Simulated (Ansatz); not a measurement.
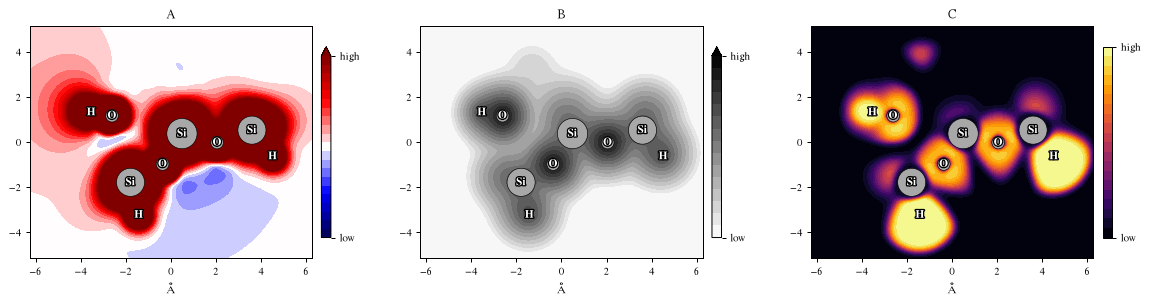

ClH9O3Si4···H2O: 3 fields on the plane of atoms O2, Si1 and O6, with unlabelled colour scales. Grey discs cover the atomic cores.

The reactant side of a reaction path; geometry: PBE0-D4/def2-TZVP; a saddle point, not a minimum.

Computed with RKS PBE0-D4/def2-TZVPP (Ansatz).

> Which field does each panel show? The fields are: electron density, electron localisation function and electrostatic potential.

Panel A: electrostatic potential (strongly positive close to the atoms, with negative regions outside electron-rich atoms). Panel B: electron density. Panel C: electron localisation function. From the grid: Si3···O10 (3.07 Å): the density falls to about 0.06 e/Å³ on the way; the ELF dips to about 0.05 between them. Si–O (1.60 Å): the density is about 1.3 e/Å³ at the midpoint; the ELF peaks at about 0.85 between the atoms, as expected for a short, strongly polar bond.
